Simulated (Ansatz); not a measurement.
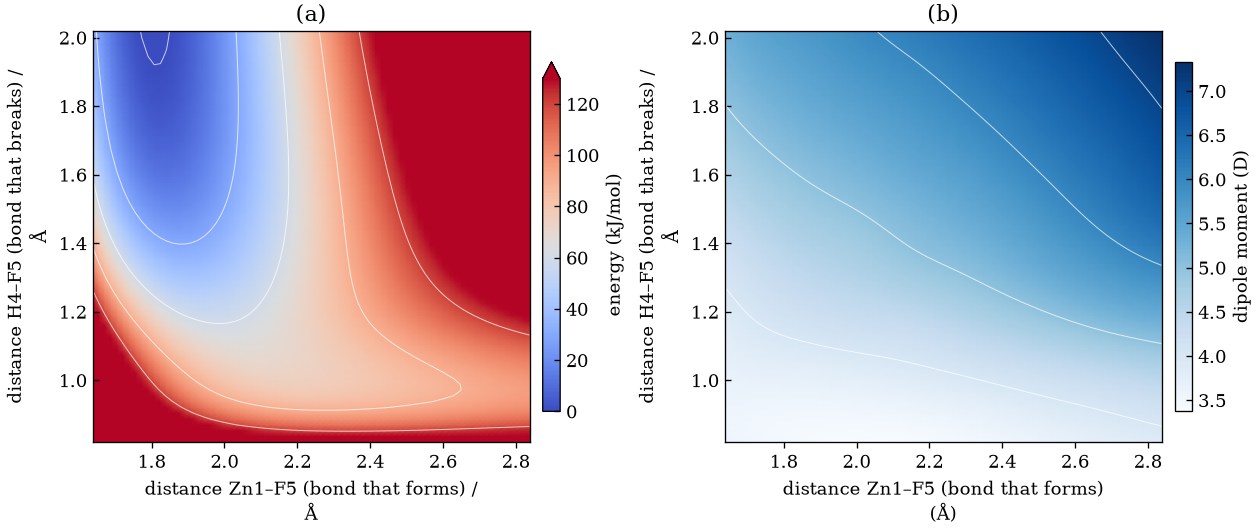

The reacting system ClFH3NZn (fragments ClH₂NZn + FH where the first distance is long, ClFH₃NZn where the second is long). Coordinates scanned: (1) distance Zn1–F5 (bond that forms); (2) distance H4–F5 (bond that breaks). Relaxed at each point: all other coordinates. Grid: 9 × 9 points. Points are written as (first, second). All energies are given in kJ/mol relative to the lowest grid point. The reference is spin-restricted, so regions where a bond is pulled apart into radicals lie too high. Computed with RKS PBE0-D4/def2-SVP (Ansatz).

Panel (a) is the energy; panel (b) is the computed dipole moment, in D.

In the figure: a smooth colour map with a few white contour lines, one colour for all values above the top of the scale. Between grid points the surface is interpolated.

**How does the dipole moment vary over the map, and what is it at the lowest grid point?**

Leaving out the highest fifth of the energies, it runs from 3.39 D at (2.143 Å, 0.819 Å) to 6.64 D at (2.476 Å, 2.019 Å). At the lowest grid point, (1.850 Å, 2.019 Å), it is 5.71 D. That point lies on the edge of the scan.
